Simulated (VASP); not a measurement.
Band structure of ZnS (wurtzite). Calculation: PBE GGA with D4 dispersion, VASP's PBE PAW potentials (set 64) (plane waves; VASP).

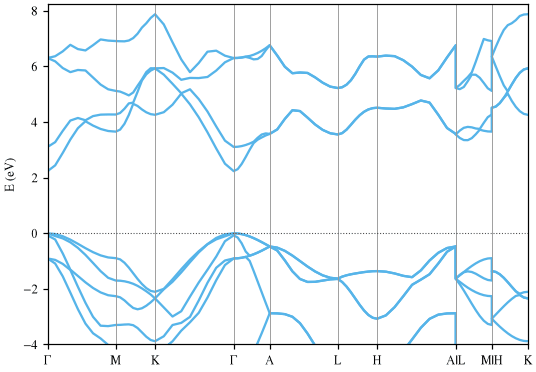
Figure: Bands along high-symmetry lines, zero at the valence-band maximum or, without a gap, the Fermi level

**Question.** Read the plot: is there a gap, and where are the band edges?

**Answer.** The gap is direct, 2.24 eV, from the valence maximum at Γ to the conduction minimum at Γ. (Edges off the drawn lines would not show.)

Measured: gap 3.91 eV (computed value off by -1.67 eV), as given by Mehmet Aras et al., The Journal of Chemical Physics (2014), arXiv:1312.4272.

The compound is ZnS in the wurtzite structure, the high-temperature form. It was relaxed first.
